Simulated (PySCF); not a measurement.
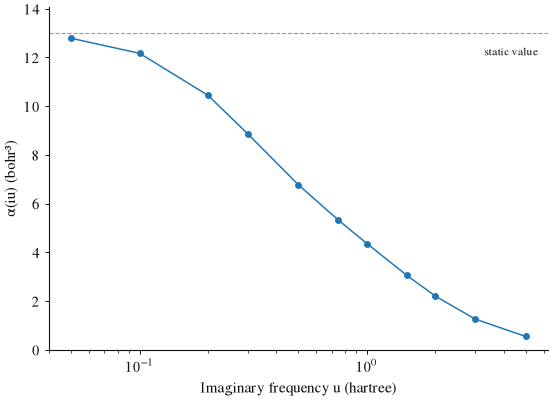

Dipole polarisability at imaginary frequency of Rh⁺ ([Kr] 4d⁸). Coupled response at the BP86 level; PySCF, ANO-RCC-VTZP, spin-free X2C-1e, unrestricted single determinants, no spin-orbit coupling.

Describe the response.

The static dipole polarisability is 13.0 bohr³; α(iu) falls to half of it near u = 0.54 hartree. The Casimir–Polder integral gives C₆ = 76.5 hartree bohr⁶ for two such species.

Limits of the model: basis without added diffuse functions.
